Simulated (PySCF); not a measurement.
**CH3OSi (SMILES O=C[SiH2]) at UCAM-B3LYP/cc-pVDZ**

What is the vertical doublet–quartet gap of CH3OSi at UCAM-B3LYP/cc-pVDZ? Input form: a Python script.

The calculation is run with PySCF 2.14.0.

## (1) The molecule

CH3OSi: 6 atoms, total charge 0, spin state doublet. SMILES: `O=C[SiH2]`. Geometry: relaxed at GFN2-xTB.

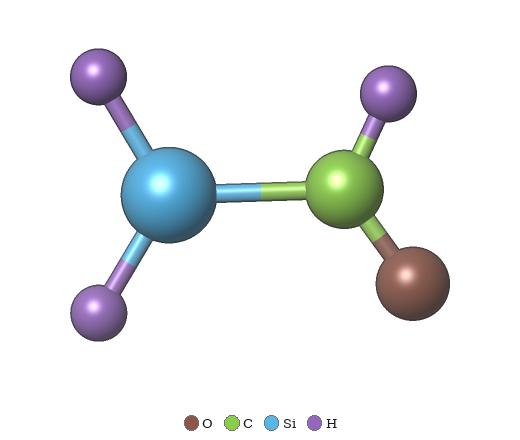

Viewed from a chosen angle; oxygen brown, carbon green, silicon blue, hydrogen purple.

## (2) The energy at UCAM-B3LYP/cc-pVDZ

Input file run.py:

```python
from pyscf import gto, dft

mol = gto.Mole()
mol.atom = '''
O     -0.405500    -1.673820     0.915670
C     -0.242670    -0.939410    -0.057320
Si     0.219510     0.844060     0.059210
H     -0.377500    -1.353030    -1.078150
H      0.382310     1.607150    -1.165410
H      0.423850     1.515060     1.325990
'''
mol.charge = 0
mol.spin = 1
mol.verbose = 3
mol.max_memory = 1860
mol.basis = 'cc-pvdz'
mol.build()

ks = dft.UKS(mol)
ks.xc = 'cam-b3lyp'
ks.conv_tol = 1e-10
ks.grids.level = 4
ks.kernel()
if not ks.converged:
    ks = ks.newton().run(ks.mo_coeff, ks.mo_occ)

energy = ks.e_tot
print('E = %.10f Eh' % energy)
```

On the command line:

```sh
$ OMP_NUM_THREADS=1 python run.py
```

Output:

```text
WARN: HOMO -0.179354745039185 >= LUMO -0.179354745039186

converged SCF energy = -404.495403514945  <S^2> = 0.76432742  2S+1 = 2.0142765
E = -404.4954035149 Eh
```

Run time: 23 s. Hardware: 1 thread of Arm Neoverse V1, shared host; peak memory 0.32 GiB.

## (3) The quartet, same level

Input file input.xyz:

```xyz
6

O     -0.405500    -1.673820     0.915670
C     -0.242670    -0.939410    -0.057320
Si     0.219510     0.844060     0.059210
H     -0.377500    -1.353030    -1.078150
H      0.382310     1.607150    -1.165410
H      0.423850     1.515060     1.325990
```

Input file run.py:

```python
from pyscf import gto, dft

molecule = gto.M(
    atom='input.xyz',
    basis='cc-pvdz',
    spin=3,
    max_memory=1860,
    charge=0,
    verbose=4,
)

calc0 = dft.UKS(molecule, xc='cam-b3lyp')
calc0.conv_tol = 1e-10
calc0.grids.level = 4
calc0.kernel()
if not calc0.converged:
    calc0 = calc0.newton().run(calc0.mo_coeff, calc0.mo_occ)

e_tot = calc0.e_tot
print('E(%s) = %.9f' % ('CAM-B3LYP', e_tot))
```

On the command line:

```sh
$ OMP_NUM_THREADS=1 python run.py
```

Output:

```text
PySCF version 2.14.0

[INPUT] num. atoms = 6
[INPUT] num. electrons = 31
[INPUT] charge = 0
[INPUT] spin (= nelec alpha-beta = 2S) = 3
[INPUT] symmetry False subgroup None
[INPUT] Mole.unit = angstrom
[INPUT] Symbol           X                Y                Z      unit          X                Y                Z       unit  Magmom
[INPUT]  1 O     -0.405500000000  -1.673820000000   0.915670000000 AA   -0.766283943511  -3.163061381819   1.730365520480 Bohr   0.0
[INPUT]  2 C     -0.242670000000  -0.939410000000  -0.057320000000 AA   -0.458579838648  -1.775227618678  -0.108319101460 Bohr   0.0
[INPUT]  3 Si     0.219510000000   0.844060000000   0.059210000000 AA    0.414813781603   1.595042232700   0.111890683835 Bohr   0.0
[INPUT]  4 H     -0.377500000000  -1.353030000000  -1.078150000000 AA   -0.713371612023  -2.556856138320  -2.037408221200 Bohr   0.0
[INPUT]  5 H      0.382310000000   1.607150000000  -1.165410000000 AA    0.722461194682   3.037073341095  -2.202305722829 Bohr   0.0
[INPUT]  6 H      0.423850000000   1.515060000000   1.325990000000 AA    0.800960417897   2.863048462284   2.505757943912 Bohr   0.0

nuclear repulsion = 89.5907003548131
number of shells = 24
number of NR pGTOs = 114
number of NR cGTOs = 61
basis = cc-pvdz
ecp = {}

[... 34 lines left out ...]
WARN: HOMO -0.0417609355217428 >= LUMO -0.302512290196332
[... 54 lines left out ...]
converged SCF energy = -404.369341254149  <S^2> = 3.7604015  2S+1 = 4.0051974
E(CAM-B3LYP) = -404.369341254
```

It took 19 s on 1 thread of Arm Neoverse V1, shared host; peak memory 0.32 GiB.

## (4) What came out

Level: UCAM-B3LYP/cc-pVDZ.

| quantity | value |
| --- | --- |
| doublet: total energy | -404.49540 Eh |
| doublet: dipole moment | 2.60 D |
| doublet: HOMO energy (highest over α and β) | -7.20 eV |
| doublet: LUMO energy (lowest over α and β) | -1.89 eV |
| doublet: ⟨S²⟩ | 0.764 |
| quartet: total energy | -404.36934 Eh |
| quartet: dipole moment | 1.22 D |
| quartet: HOMO energy (highest over α and β) | -4.57 eV |
| quartet: LUMO energy (lowest over α and β) | -2.98 eV |
| quartet: ⟨S²⟩ | 3.760 |
| vertical energy of the quartet above the doublet | 3.430 eV |

At this shape the quartet lies 3.43 eV (331 kJ/mol) above the doublet. Mulliken charges (doublet) run from -0.21 on O1 to +0.18 on Si3.
